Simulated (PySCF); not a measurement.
C4H5P, SMILES `c1cc[pH]c1`.

PySCF calculation, cc-pVDZ basis, gas phase; geometry: GFN2-xTB. No frequency check shows the geometry to be a minimum. GFN2-xTB bond lengths at metals and heavier atoms can be off by up to 0.1 Å and shapes distorted, which carries into these values.

Geometry (Å), atoms numbered from 1:

```
C1      -1.2802   -0.7192   -0.0014
C2      -1.2803    0.7191   -0.0014
C3      -0.0501    1.2648    0.0299
P4       1.2285    0.0000   -0.1086
C5      -0.0500   -1.2647    0.0299
H6      -2.1979   -1.2863   -0.0019
H7      -2.1980    1.2861   -0.0019
H8       0.1652    2.3196    0.0270
H9       1.6012    0.0001    1.2365
H10      0.1655   -2.3196    0.0270
```

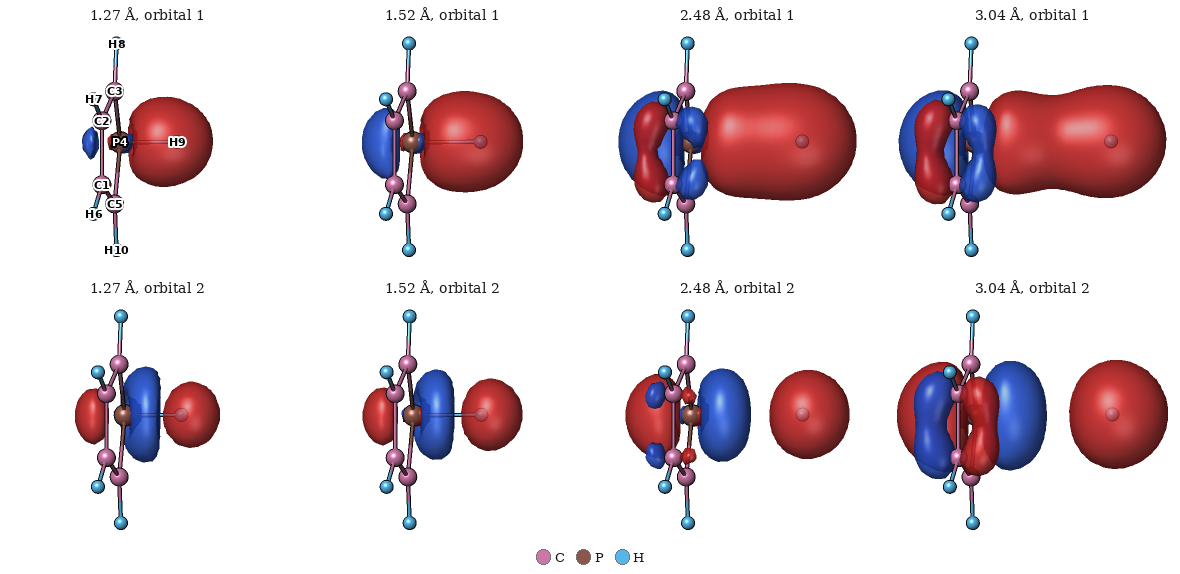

Rigid stretch of the P4–H9 bond. The two CASSCF(2,2) natural orbitals nearest half filling (orbital 1 the more occupied).

### How do the occupations change along the stretch?

1.27 Å: 1.99 and 0.01; 1.52 Å: 1.97 and 0.03; 2.48 Å: 1.70 and 0.30; 3.04 Å: 1.40 and 0.60. At the longest distance computed (3.86 Å) they are 1.14 and 0.86, and the effective number of unpaired electrons is 1.9.

UHF's ⟨S²⟩ passes 1 along the scan (up to 1.13), so it also polarises electrons outside the stretched bond; its energy lowering isn't due to that bond alone.

UHF already breaks spin symmetry near equilibrium here (⟨S²⟩ = 0.39 at 1.52 Å), for reasons apart from this bond.

### How much energy does the stretch cost?

By CASSCF, 2.9 eV from the lowest point of the scan (1.52 Å) to 3.86 Å; RHF gives 6.2 eV from its own lowest point. The fragments aren't relaxed and dynamic correlation is missing, so this isn't a bond dissociation energy.
